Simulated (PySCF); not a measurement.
C6H6NS (SMILES C=Nc1cc[s+]cc1) (charge +1)

The calculation's input:

```
{"job": {"kind": "nmr", "xc": "PBE0", "basis": "pcSseg-1"}, "charge": 1, "multiplicity": 1}
C     -2.588162    -0.979346     0.035308
N     -1.415670    -0.712096     0.332756
C     -0.264135    -0.151752     0.094401
C      0.008905     1.146972     0.616322
C      1.219474     1.744917     0.535605
S      2.616329     1.070157    -0.181587
C      2.033095    -0.451510    -0.696624
C      0.769442    -0.906059    -0.535142
H     -3.179044    -1.580573     0.716771
H     -3.061883    -0.638767    -0.884571
H     -0.804751     1.671628     1.096574
H      1.372939     2.734814     0.938551
H      2.777707    -1.058012    -1.190088
H      0.515075    -1.890845    -0.900441
```

Launched as:

```sh
OMP_NUM_THREADS=1 python probes_run.py task.json out
```

Geometry: GFN2-xTB.

All numbers below come from PySCF, PBE0/pcSseg-1, SCF density, gas phase, non-relativistic.

Predict the electron density and electron localisation function between the atoms.

Answer. C–C (1.35 Å): ρ is about 2.2 e/Å³ halfway; the ELF peaks at about 0.95 between the atoms; a covalent bond.
C–S (1.71 Å): the density is about 1.5 e/Å³ at the midpoint; the ELF peaks at about 0.90 between the atoms (localised, covalent bonding).
C–H (1.08 Å): ρ at the midpoint is about 2.1 e/Å³; the ELF climbs to about 1 towards the hydrogen, as it does in any bond to H; a covalent bond by its length.
C–N (1.30 Å): ρ at the midpoint is about 2.5 e/Å³; the ELF peaks at about 0.90 between the atoms (a covalent bond).

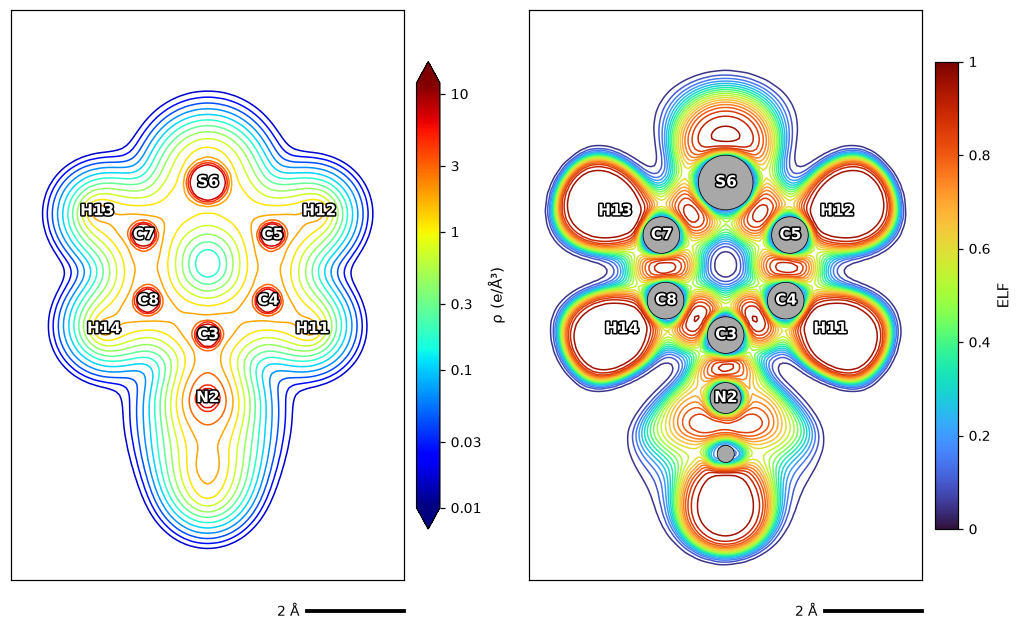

Computed electron density and electron localisation function on the plane of atoms C7, C8 and H14, in this order. Grey discs cover the atomic cores in the ELF map. 
